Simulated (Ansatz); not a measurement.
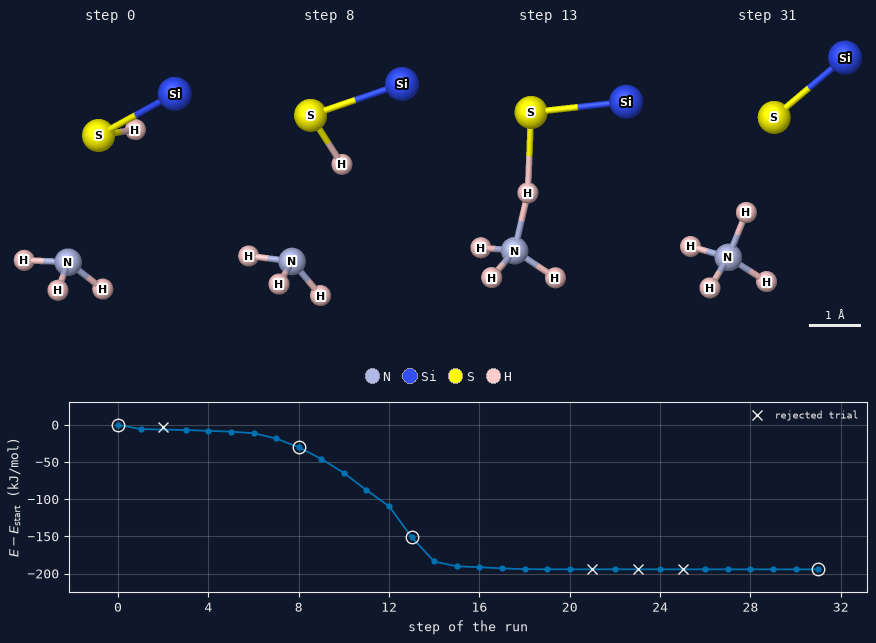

Frames of a relaxation of SiNH$_{4}$S (charge +1), marked on the history of the run. The picture is a ball-and-stick view, seen from a free direction.

It is one of the separated reactants of a reaction.

Computed with Ansatz 0.2.0, RKS PBE0-D4/def2-TZVP.

Input file:
```yaml
crystal:
  periodic: [false, false, false]
  atoms:
    - {symbol: N, position_ang: [-0.812938, 0.755441, -0.511893]}
    - {symbol: Si, position_ang: [1.232929, -2.493423, 1.669100]}
    - {symbol: S, position_ang: [0.983460, -0.508938, 1.056328]}
    - {symbol: H, position_ang: [-0.911056, 0.470997, -1.496802]}
    - {symbol: H, position_ang: [-0.589059, 1.760680, -0.506896]}
    - {symbol: H, position_ang: [-1.740642, 0.654657, -0.077555]}
    - {symbol: H, position_ang: [1.751436, -0.671653, -0.066988]}
basis:
  gaussian: {orbitals: def2-TZVP}
total_charge: 1
hamiltonian: {xc: pbe0, dispersion: d4}
relax: {f_tol: 0.005, max_steps: 200}
```

Launched with:
```bash
ansatz run in.yaml --threads 2 --pin off --events-out ev --progress --plain --max-ram 4352MiB
```

> What happens along the run?

After 27 accepted moves (31 points after the start) the energy has fallen by 194.2 kJ/mol. The largest force component goes from 0.9 to 0.0012 eV/Å. The line search rejected the trial steps at points 2, 21, 23, 25 of the run. The largest move after the best rigid fit is that of H7, 1.98 Å. Largest moves by element: H 1.98 Å, Si 0.79 Å, S 0.62 Å, N 0.20 Å. Near-neighbour distances that change, for instance: N1–H7 2.968 → 1.050 Å, S3–H7 1.370 → 2.148 Å, N1–S3 2.699 → 3.195 Å, Si2–S3 2.092 → 1.952 Å. New bonds form, among them: N1–H7 (2.97 → 1.05 Å). Bonds break, among them: S3–H7 (1.37 → 2.15 Å). Bond angles that change, for instance: H4–N1–H6 106.9° → 109.5°, H4–N1–H5 107.2° → 109.5°. From step 0 to 8: H7 moves most (0.91 Å), energy −30.1 kJ/mol. From step 8 to 13: H7 moves most (0.90 Å), energy −121.0 kJ/mol. From step 13 to 31: Si2 moves most (0.91 Å), energy −43.1 kJ/mol.

Limits of the set-up: the start holds two separate molecules, 2.7 Å apart at their closest, whose relative position is a soft coordinate.
